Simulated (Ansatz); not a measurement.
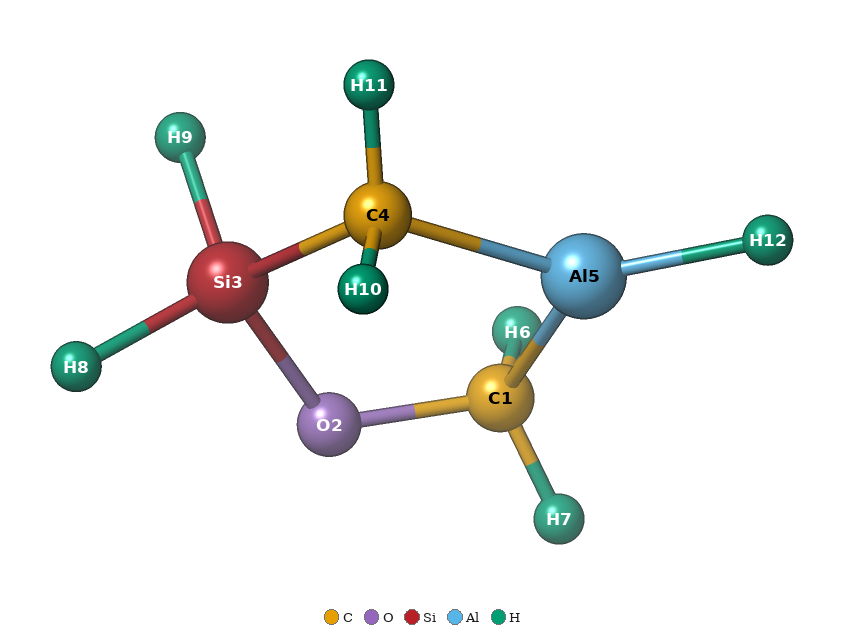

Atoms fade into the background with distance from the viewer. The computed structure is the end point of a PBE-D4/def2-SVP optimisation. No frequency run is at hand to confirm it as a minimum.

**What is the conformation of the ring C1–O2–Si3–C4–Al5?**

It is a twist (half-chair). The Cremer–Pople amplitude Q is 0.34 Å.

**Give the torsion angles round the ring, beginning with the bond from its second to its third atom.**

−38°, 23°, −8°, −12°, 31°.
